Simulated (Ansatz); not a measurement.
# GaBr (SMILES [Ga][Br]) at B3LYP/6-31G(d) (Cartesian functions)

Aim: the energy change on altering one bond length of GaBr at B3LYP/6-31G* (Cartesian functions), from 2 runs. 

The calculation is run with Ansatz 0.2.0.

34 further runs of the same task are left out: 34 set aside as unsound or not needed.

**1. The molecule**

GaBr: 2 atoms, total charge 0, spin state singlet. As SMILES, `[Ga][Br]`. Geometry: relaxed at PBE0-D4/def2-TZVP.

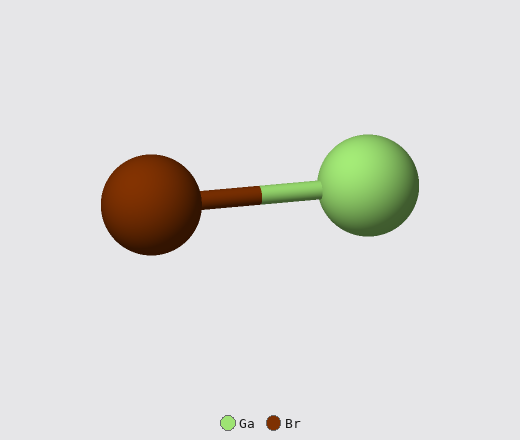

Viewed from a chosen angle; gallium green, bromine brown.

**2. A single-point energy at B3LYP/6-31G(d) (Cartesian functions)**

run.yaml reads:

```yaml
crystal:
  periodic: [false, false, false]
  atoms:
    - {symbol: Ga, position_ang: [-0.000000, -0.000000, 0.013830]}
    - {symbol: Br, position_ang: [0.000000, 0.000000, 2.388120]}
basis:
  gaussian: {orbitals: "6-31G*"}
total_charge: 0
hamiltonian: {xc: {name: B3LYP}}
accuracy: high
output: {orbitals: {seedname: orbitals}}
```

Run with:

```sh
$ ansatz run run.yaml --threads 1 --pin off --max-ram 3480MiB --events-out events.jsonl --progress --plain --runs-dir runs
```

The log of the run:

```text
Warning: RAYON_NUM_THREADS=1 ignored (pool sized by the plan → 1); use --threads N
Functional definition: B3LYP
  name "B3LYP"
  parameter a0 = 0.2
  parameter ax = 0.72
  parameter ac = 0.81
  exchange = (1 - a0 - ax)*slater_x + ax*b88_x + a0*exact_x
  correlation = (1 - ac)*vwn_rpa_c + ac*lyp_c
1096 factors; integrals over basis functions are off by at most 4.7e-9 eV
mean field evaluation 1: about -122412.0035 eV, gradient 1.8e1 eV
mean field evaluation 2: about -122410.4527 eV, gradient 3.1e1 eV
mean field evaluation 4: about -122412.7929 eV, gradient 7.2e-1 eV
mean field evaluation 8: about -122412.8024 eV, gradient 1.3e-2 eV
mean field evaluation 16: about -122412.8024 eV, gradient 1.4e-7 eV
mean field -122412.80235291 eV, -4498.5875120919 hartree, gradient 1.9e-8 eV, S^2 0.000000; 0 other end points of the search recorded, 0 dependent functions left out
reference -122412.80237990 eV, -4498.5875130838 hartree; 33, 33 occupied and 37, 37 virtual orbitals, 1096 factors
Total energy: -122412.80237990 eV, -4498.5875130838 hartree
```

Run time: 4.5 s. Hardware: 1 thread of Arm Neoverse V1, shared host; peak memory 0.18 GiB.

**3. The distorted shape, same level**

input.yaml reads:

```yaml
crystal:
  periodic: [false, false, false]
  atoms:
    - symbol: Ga
      position_ang: [-0.000000, -0.000000, -0.342280]
    - symbol: Br
      position_ang: [0.000000, 0.000000, 2.388120]
basis:
  gaussian:
    orbitals: "6-31G*"
hamiltonian:
  xc: {name: B3LYP}
accuracy: high
output:
  orbitals: {seedname: orbitals}
```

Run with:

```sh
$ ansatz run input.yaml --threads 1 --pin off --max-ram 3480MiB --events-out events.jsonl --progress --plain --runs-dir runs
```

The log of the run (excerpt; [...] marks lines left out):

```text
Warning: RAYON_NUM_THREADS=1 ignored (pool sized by the plan → 1); use --threads N
[... 7 set-up lines as earlier in the session ...]
1083 factors; integrals over basis functions are off by at most 1.3e-8 eV
mean field evaluation 1: about -122411.1098 eV, gradient 2.0e1 eV
mean field evaluation 2: about -122396.5001 eV, gradient 7.1e1 eV
mean field evaluation 4: about -122412.4684 eV, gradient 3.8e0 eV
mean field evaluation 8: about -122412.5171 eV, gradient 3.4e-2 eV
mean field evaluation 16: about -122412.5171 eV, gradient 4.2e-7 eV
mean field -122412.51707473 eV, -4498.5770283122 hartree, gradient 3.4e-8 eV, S^2 0.000000; 0 other end points of the search recorded, 0 dependent functions left out
reference -122412.51710242 eV, -4498.5770293297 hartree; 33, 33 occupied and 37, 37 virtual orbitals, 1083 factors
Total energy: -122412.51710242 eV, -4498.5770293297 hartree
```

It took 4.8 s on 1 thread of Arm Neoverse V1, shared host; peak memory 0.18 GiB.

**4. Results**

At B3LYP/6-31G* (Cartesian functions):

| quantity | value |
| --- | --- |
| first shape: total energy | -4498.58751 Eh |
| first shape: HOMO energy | -7.18 eV |
| first shape: LUMO energy | -2.03 eV |
| first shape: HOMO–LUMO gap | 5.16 eV |
| distorted shape: total energy | -4498.57703 Eh |
| distorted shape: HOMO energy | -7.04 eV |
| distorted shape: LUMO energy | -2.54 eV |
| distorted shape: HOMO–LUMO gap | 4.50 eV |
| energy change with the Ga1–Br2 bond stretched from 2.374 to 2.730 Å | 0.285 eV |

**Reading.** With the Ga1–Br2 bond stretched from 2.374 to 2.730 Å the energy rises by 0.29 eV (27.5 kJ/mol). The first shape isn't relaxed at this level, so the change isn't measured from a minimum.
